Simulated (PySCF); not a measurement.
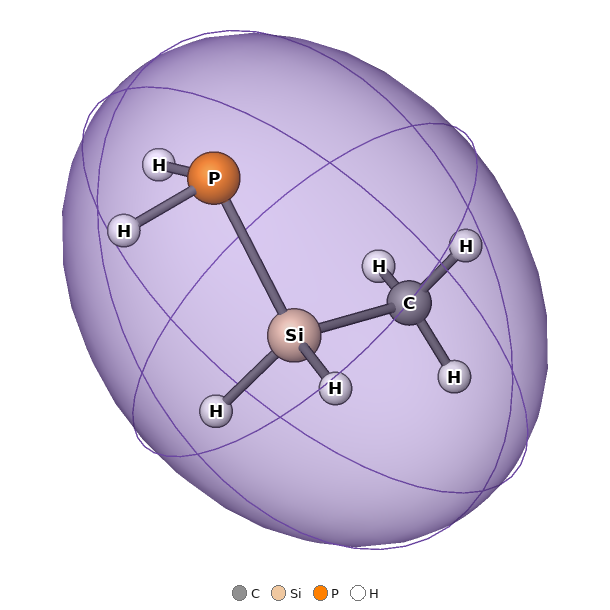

The ellipsoid shows the static dipole polarisability: its half-axes are proportional to the principal values. The computed structure is the end point of a PBE0-D3(BJ)/def2-SVP optimisation. No frequency run is at hand to confirm it as a minimum. Computed with PBE0/def2-TZVP (PySCF 2.14.0).

**How large and how anisotropic is the polarisability?**

Principal values 57.9, 63.7, 80.6 bohr³; mean 67.4 bohr³ (9.99 Å³); anisotropy 20.4 bohr³, so the longest axis is 1.39 times the shortest.
